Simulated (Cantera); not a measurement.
Feed: 1 mol Fe2O3, 690 mol H2, held at 7.50 Torr.

Equilibrium computed with Cantera from the NASA thermochemical tables; the gas is ideal and each condensed phase is pure. Candidate condensed phases: Fe, FeO, Fe(OH)2, Fe(OH)3, Fe2O3, Fe3O4, H2O; 12 gas species. Rates play no part.

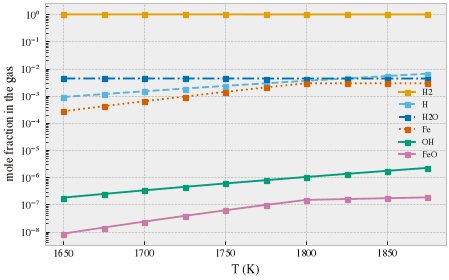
Figure. Equilibrium gas composition (values under 1e-9 drawn at 1e-9)

### Question
Read off the mole fractions at 1675 K.

### Answer
H2 about 0.99, H2O about 0.0043, H about 0.0012, Fe about 0.00042, OH about 2.4e-7, FeO about 1.4e-8.
